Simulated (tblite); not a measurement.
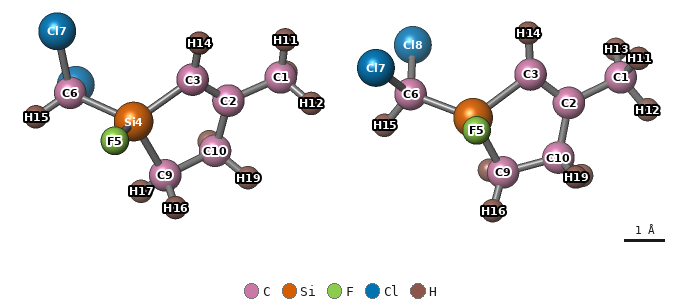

Two geometries of C$_{6}$H$_{9}$Cl$_{2}$FSi, drawn at one scale. One is the start of a relaxation, the other its converged end. Style: ball-and-stick. Shown at a tilt.

All numbers below come from GFN2-xTB geometry optimisation, gas phase in tblite 0.8.0. 

Which one is relaxed?

Answer. The left one is the relaxed one. The energy falls by 82.0 kJ/mol in 137 geometry steps. An H atom moves most after the best rigid fit: 1.39 Å. By element the largest moves are H 1.39 Å, Cl 1.26 Å, F 0.62 Å, C 0.52 Å, Si 0.18 Å. Among the contacts that change: C–Si 1.810 → 1.924 Å, F–Si 1.703 → 1.625 Å, C–C 1.432 → 1.505 Å, C–C 1.469 → 1.539 Å. Bond angles that change, for instance: F–Si–C 115.2° → 102.0°, C–Si–F 104.6° → 117.3°, C–C–H 130.2° → 121.6°. Groups turn about C–C by about 60°, C–C by about 55°, C–Si by about 50°.
